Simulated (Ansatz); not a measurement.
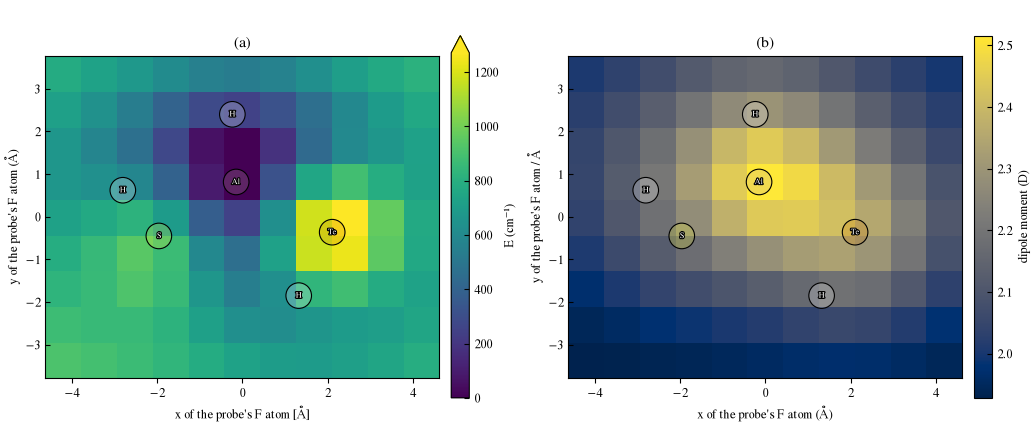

AlH₃STe (SMILES [SH][AlH][TeH]) with the probe HF. The probe is moved over a plane parallel to the molecule's main plane, 3.10 Å above it. The first coordinate is: x of the probe's F atom; the second: y of the probe's F atom. Nothing is relaxed (molecule and probe rigid, the probe upright with F nearest the plane). The grid has 11 × 9 points. All energies are given in cm⁻¹ relative to the lowest grid point. Computed with RKS PBE-D4/def2-SVPD in Ansatz.

Panel (a) is the energy; panel (b) is the computed dipole moment, in D.

The picture shows one coloured cell a grid point, labelled circles for the molecule's atoms, projected on the plane, one colour for all values above the top of the scale.

Question: How does the dipole moment vary over the map, and what is it at the lowest grid point?

Answer: Leaving out the highest fifth of the energies, it runs from 1.94 D at x of the probe's F atom = −1.68 Å, y of the probe's F atom = −3.36 Å to 2.52 D at x of the probe's F atom = 0.00 Å, y of the probe's F atom = 0.84 Å. At the lowest grid point, x of the probe's F atom = 0.00 Å, y of the probe's F atom = 1.68 Å, it is 2.45 D.
